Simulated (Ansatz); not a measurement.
# Starting-point dependence of the GW gap of InSe (P-6m2), part 2 of 2

Aim: G0W0 for InSe (P-6m2) on several starting functionals, at one mesh, band count and screening cutoff.

Ansatz 0.2.0; G0W0 on several functionals, plane waves, PAW. Known limits of the many-body steps: not at the basis limit; no spin-orbit coupling.

So far. Step 2 (G0W0 on LDA): The gap on the mesh goes from 0.50 eV to 1.45 eV, a correction of +0.95 eV. The program marks an edge row as in doubt. Between the two edge states, bare exchange in place of the xc potential would open the gap by 4.92 eV, and correlation takes back 3.97 eV.

In doubt: masses and optical values from hybrid runs of this build are listed as unsure (steps 3, 4), which bears on the screening that GW takes from such a start.

## (3) G0W0 on HSE06

One-shot GW remembers its start. Another functional's orbitals and levels show by how much.

This step: G0W0 on HSE06, plane waves, PAW; PAW set soft_1.

Input file input.yaml:

```yaml
crystal:
  lattice:
    - [4.0473293151, 0.0, 0.0]
    - [-2.0236646576, 3.5050900044, 0.0]
    - [0.0, 0.0, 18.05206491]
  atoms:
    - { symbol: In, position: [0.0, 0.0, 0.57739368] }
    - { symbol: In, position: [0.0, 0.0, 0.42260632] }
    - { symbol: In, position: [0.33333333, 0.66666667, 0.92260951] }
    - { symbol: In, position: [0.33333333, 0.66666667, 0.07739049] }
    - { symbol: Se, position: [0.66666667, 0.33333333, 0.85300007] }
    - { symbol: Se, position: [0.66666667, 0.33333333, 0.14699993] }
    - { symbol: Se, position: [0.33333333, 0.66666667, 0.64701572] }
    - { symbol: Se, position: [0.33333333, 0.66666667, 0.35298428] }
kpoints:
  mp_grid: { grid: [6, 6, 2] }
hamiltonian:
  xc: hse06
  pseudopotentials: { kind: paw, azcp: { folder: soft_1 } }
scf:
  occupations: { method: fixed }
gw:
  n_empty_bands: 496
  ecut_chi: 90
  qp_bands: [v2, c2]
  qp_kpoints: band_edges
  screening: { model: contour_deformation }
```

Launch:

```
ansatz run input.yaml --threads 3 --pin off --max-ram 92160MiB --backend cuda --events-out ev --progress --plain --runs-dir out --devices 1 --max-vram 13GiB
```

Numbers of over 12 decimals in the logs are rounded to 6 here.

The program printed:

```text
GPUs: using 1 of 1 available (devices: 1).
[...]
davidson cushion auto → on  (no smearing: the cushion is to keep the highest requested band from converging to the state above it; pin scf.eigensolver.cushion to override)
[...]
GPU FFT provider: cuFFT
GPU libraries: cuBLAS 13.8.2, cuFFT 12.4.0, cuSOLVER 12.3.4
Crystal: 8 atoms, lattice volume = 256.091 Å³
Basis set: ecut = 420 eV, 4981 PW (Γ)
Bands: 70, of which v1, the nominal top of the filled ones, is band 58 counted from 1 (57 counted from 0)
Symmetry: 12 space group operations
[...]
k-points: 14 of 72 (time reversal used)
[...]
GPU buffer pool allocated for 112500 grid points (all kernels)
[...]
SCF iter   1: F=—  HF=-44276.995970 eV  |F-HF|=—  |Δ(HF+E_count)|=         —  Δρ=4.77e-2  dr2=2.75e1  ethr=1.00e-1  ⟨swp⟩=5.1  Hψ=2822  notcnv=0
[...]
SCF iter  11: F=-44272.176943 eV  HF=-44272.176945 eV  |F-HF|=2.49e-6  |Δ(HF+E_count)|=   1.89e-5  Δρ=3.54e-5  dr2=3.79e-6  ethr=7.46e-8  ⟨swp⟩=4.0  Hψ=2945  notcnv=0
SCF 1 stopped early in 11 iterations: F = -44272.176943 eV  dr2 = 3.79e-6
[...]
GPU FFT provider: cuFFT
GPU libraries: cuBLAS 13.8.2, cuFFT 12.4.0, cuSOLVER 12.3.4
[...]
GPU buffer pool allocated for 112500 grid points (all kernels)
[...]
Free energy (F): -44294.232939 eV
Frozen-core exchange: fock
[...]
Internal energy: -44294.232939 eV  (E = F + TS)
E sigma→0 (E₀):  -44294.232939 eV
Fermi energy:    5.354912 eV
[...]
--- Band table (eV; the first three rows and the last of 14) ---
  k-point 0: bands = [... 54 lower, 4.3028, 4.3028, 4.3908, 5.3549, 6.8252, 7.6157, 8.3717, 8.4385, ... 1 higher]
  k-point 1: bands = [... 54 lower, 4.2853, 4.2853, 4.8305, 4.8421, 7.2583, 7.2742, 8.4109, 8.4199, ... 1 higher]
  k-point 2: bands = [... 54 lower, 3.9448, 4.0188, 4.6359, 5.2159, 7.9865, 8.3771, 9.0098, 9.1535, ... 1 higher]
  k-point 13: bands = [... 54 lower, 3.2949, 3.3713, 3.7282, 3.8005, 8.0530, 8.0970, 8.8531, 8.9264, ... 1 higher]
  guard bands above this table: 7 of the run's 70 bands. The solve was not asked for them (output.publish_guard_bands: true or output.eigenvalues: true publishes all)
[...]
0    57      4.3908   -14.9736     1.3715   -13.2554  0.7787     4.0422     4.0441  root
     0    58      5.3549   -16.2803     1.1429   -14.8830  0.7853     5.0998     5.1005  root
     0    59      6.8252    -9.4790    -3.0941   -12.7543  0.8124     7.0067     7.0064  root
     0    60      7.6157   -10.2078    -3.2867   -13.7566  0.8010     7.8785     7.8778  root
     1    57      4.8305   -15.4049     1.1625   -13.9429  0.7838     4.5298     4.5310  root
     1    58      4.8421   -15.4165     1.1651   -13.9515  0.7837     4.5410     4.5422  root
     1    59      7.2583   -10.0915    -3.1028   -13.4156  0.8059     7.4800     7.4796  root
     1    60      7.2742   -10.1170    -3.1034   -13.4422  0.8057     7.4964     7.4960  root
[...]
13    57      3.7282   -14.8539     1.2764   -13.2112  0.7858     3.3599     3.3619  root
    13    58      3.8005   -15.2518     1.3452   -13.5686  0.7831     3.4609     3.4626  root
    13    59      8.0530    -6.5562    -3.2039    -9.8198  0.8087     8.1127     8.1127  root
    13    60      8.0970    -6.6009    -3.2093    -9.8743  0.8076     8.1613     8.1612  root
```

It took 2.4 min on 1 × NVIDIA H100 80GB HBM3 (shared by 6 runs) with 3 threads of AMD EPYC 7R13 (Zen 3), shared host; peak memory 3.6 GiB; 3.3 min of CPU time.

Numbers from this step:

| Item | Value |
| --- | --- |
| bands summed | 554 |
| RPA ε∞ on this mesh (eigenvalues) | 4.299, 5.732, 5.732 |
| plane waves in the screening matrix | 501 |
| q-points in the mesh | 72 |
| G0W0 gap on the mesh | 1.906 eV |
| k of the valence top | 0, 0, 0 |
| k of the conduction bottom | 0, 0, 0 |
| starting gap on the mesh | 1.470 eV |
| Z at the valence top | 0.7853 |
| Z at the conduction bottom | 0.8124 |
| least direct G0W0 gap on the computed points | 1.906 eV |

Against the run with 6×6×2 mesh, 496 empty bands, screening to 90 eV, PAW set soft_1 files on LDA, the gap moves by +0.46 eV, while the start moved by +0.97 eV.

## (4) G0W0 on PBE0

This step: G0W0 on PBE0, plane waves, PAW; PAW set soft_1.

input.yaml: that of step 3 with these lines changed.

```diff
@@ -17,3 +17,3 @@
 hamiltonian:
-  xc: hse06
+  xc: pbe0
   pseudopotentials: { kind: paw, azcp: { folder: soft_1 } }
```

The program printed:

```text
GPUs: using 1 of 1 available (devices: 1).
[...]
GPU FFT provider: cuFFT
GPU libraries: cuBLAS 13.8.2, cuFFT 12.4.0, cuSOLVER 12.3.4
Crystal: 8 atoms, lattice volume = 256.091 Å³
Basis set: ecut = 420 eV, 4981 PW (Γ)
Bands: 70, of which v1, the nominal top of the filled ones, is band 58 counted from 1 (57 counted from 0)
Symmetry: 12 space group operations
[...]
k-points: 14 of 72 (time reversal used)
[...]
1    59      7.5485   -10.0106    -3.0637   -13.0852  0.8209     7.5595     7.5595  root
     1    60      7.5644   -10.0353    -3.0643   -13.1111  0.8207     7.5759     7.5759  root
[...]
13    57      3.3631   -14.8624     1.1816   -13.5727  0.8029     3.2549     3.2550  root
    13    58      3.4379   -15.2622     1.2496   -13.9284  0.8003     3.3537     3.3538  root
    13    59      8.3728    -6.5250    -3.1119    -9.4713  0.8233     8.2073     8.2070  root
    13    60      8.4173    -6.5701    -3.1167    -9.5261  0.8223     8.2569     8.2566  root
[key lines of the parts left out:]
Free energy (F): -44291.158562 eV
Fermi energy:    5.019816 eV
```

It took 3.2 min on 1 × NVIDIA H100 80GB HBM3 (shared by 6 runs) with 3 threads; peak memory 3.5 GiB.

This step gave:

| Property | Result |
| --- | --- |
| bands summed | 554 |
| RPA ε∞ on this mesh (eigenvalues) | 3.897, 5.135, 5.135 |
| plane waves in the screening matrix | 501 |
| G0W0 gap on the mesh | 2.076 eV |
| k of the valence top | 0, 0, 0 |
| k of the conduction bottom | 0, 0, 0 |
| starting gap on the mesh | 2.080 eV |
| least direct G0W0 gap on the computed points | 2.076 eV |

Against the run with 6×6×2 mesh, 496 empty bands, screening to 90 eV, PAW set soft_1 files on HSE06, the gap moves by +0.17 eV, while the start moved by +0.61 eV.

## (5) The starts together

All on the 6×6×2 mesh with 496 empty bands and screening to 90 eV. Times are wall times on 1 × NVIDIA H100 80GB HBM3 (shared by 6 runs) with 3 threads of AMD EPYC 7R13 (Zen 3), shared host, good to a factor of about two.

```csv
start,starting gap (eV),shift (eV),G0W0 gap (eV),RPA ε∞ (harmonic mean),"Z (valence, conduction)",time
LDA,0.50,+0.95,1.45,8.86,"0.74, 0.77",76 s
HSE06,1.47,+0.44,1.91,5.16,"0.79, 0.81",2.4 min
PBE0,2.08,−0.005,2.08,4.64,"0.80, 0.83",3.2 min
```

How the two edges are built up, in eV (the quasiparticle level is the starting level plus Σx plus Σc less Vxc):

```csv
run,edge,start,Σx,Σc,Vxc,Z,QP
LDA,valence top,5.49,-16.27,1.09,-14.91,0.74,5.23
LDA,conduction bottom,5.99,-10.01,-2.89,-13.58,0.77,6.67
HSE06,valence top,5.35,-16.28,1.14,-14.88,0.79,5.10
HSE06,conduction bottom,6.83,-9.48,-3.09,-12.75,0.81,7.01
PBE0,valence top,5.02,-16.30,1.08,-15.21,0.80,5.01
PBE0,conduction bottom,7.10,-9.44,-3.05,-12.47,0.83,7.09
```

For a hybrid start, Vxc holds its share of exact exchange.

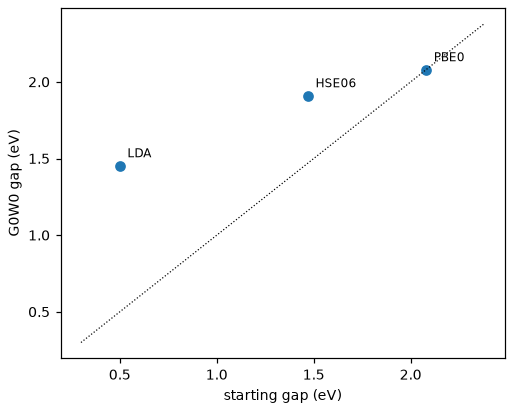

G0W0 gap against starting gap; on the dotted line the correction would vanish.

## (6) What came out

```
G0W0@LDA     : 1.45 eV (start 0.50 eV)
G0W0@HSE06   : 1.91 eV (start 1.47 eV)
G0W0@PBE0    : 2.08 eV (start 2.08 eV)
known limits : not at the basis limit; no spin-orbit coupling
```

In words: The starting gaps span 1.58 eV and the G0W0 gaps 0.63 eV. Between LDA and PBE0, 0.63 eV of the 1.58 eV survives, 40 %. The smallest correction, −0.005 eV, is on PBE0, the start nearest to reproducing itself. Bands and cutoff are finite, so the gap is not at the basis limit. The miss can reach some tenths of an eV and take either sign; the mesh is an error of its own. The program warns that the mesh is coarse for exact exchange, which bears on the hybrid start's gap. The many-body steps are scalar-relativistic: spin-orbit coupling is not in them. The program marks a band-edge row as in doubt, so the gap is less sure than its digits.

[Paths, hosts, dates, memory and timing lines, banners, echoed tables and standing remarks are left out of the program output.]

[Logs are printed without paths, hosts, clocks, repeated set-up lines and the standing remarks that a program may print on its own settings, such as how far it seeks lower states.]

[Runs of the session that timed out or met a known fault of the program may be left out.]

[Cells called generated may have been cut or substituted from an entry of the Crystallography Open Database or the Materials Project.]

[Hosts, paths, dates, database ids (printed as entryN), source tags and the programs' standing remarks are cut or masked in the printed files.]
